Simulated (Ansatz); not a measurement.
```tsv
atom	x (Å)	y (Å)	z (Å)
S	-0.7311	-1.5540	-0.1134
In	0.2116	1.1979	-0.2556
H	-0.7344	-1.5807	1.2488
H	0.5238	-2.0816	-0.1690
H	-0.9784	1.7461	-1.4086
H	-0.0374	1.4784	1.4560
H	1.8071	0.7260	-0.8038
```

Core potentials replace the inner electrons of In.

Method: RKS PBE-D4/def2-SVP in Ansatz.

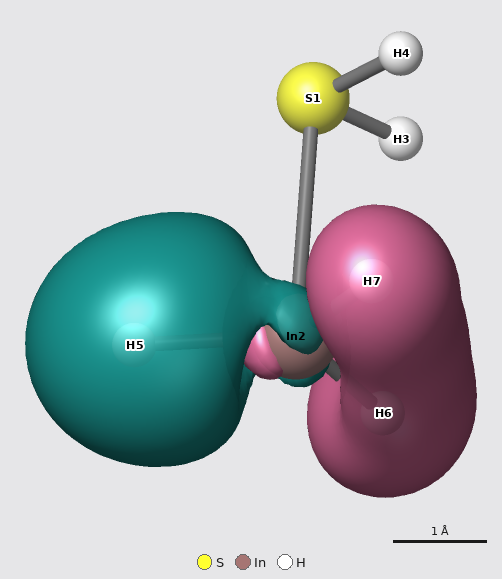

H5InS (SMILES [SH2+][InH3-]). The HOMO at ±0.1 Å⁻³ᐟ² (teal and pink are the two phases), seen at an oblique angle.

**Where does this orbital lie, and at what energy?**

It lies mainly on In2 (about 40 %), H5 (about 40 %), H6 (about 15 %) and H7 (about 10 %). Its energy is −6.37 eV.
